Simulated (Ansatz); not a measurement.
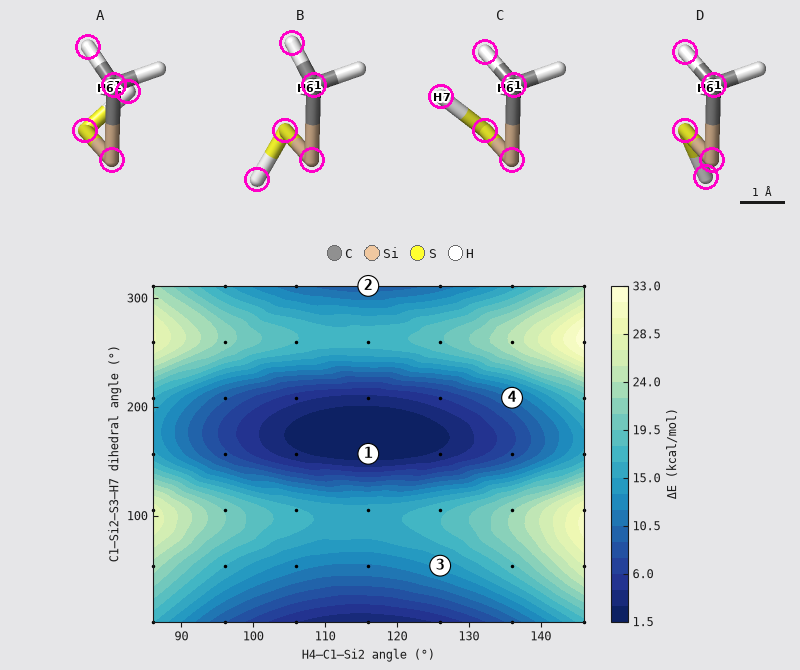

A scan of CH4SSi: one H–C–Si angle and one C–Si–S–H dihedral angle are varied on a grid, with the rest of the molecule carried along rigidly. The map is interpolated between the computed points (dots). The frames are shuffled; each belongs to one numbered point. A stick model, seen almost along the central bond, with a slight tilt. The ringed atoms are those of the scanned coordinates.

Single-point energies from Ansatz with CCSD(T) in the def2-TZVPP basis, on geometries moved rigidly from the minimum at PBE0-D4/def2-TZVP. Coupled cluster with a frozen core. Energies are counted from the PBE0-D4/def2-TZVP minimum geometry at the same level.

### Which frame belongs to which numbered point?

Point 1 is frame D, at (116.0, 156.8) and 1.8 kcal/mol; 2 is frame C, at (116.0, 311.1) and 9.4 kcal/mol; 3 is frame A, at (126.0, 54.0) and 13.9 kcal/mol; 4 is frame B, at (136.0, 208.3) and 10.7 kcal/mol. In pairs of (H4–C1–Si2 angle (°); C1–Si2–S3–H7 dihedral angle (°)): the lowest computed point lies at (116.0, 156.8) (1.8 kcal/mol), the highest at (146.0, 259.7) (32.3 kcal/mol). At 50 of the 50 structures the mean-field solution behind CCSD(T) isn't stable (a lower one of broken symmetry exists), so those energies are less reliable.
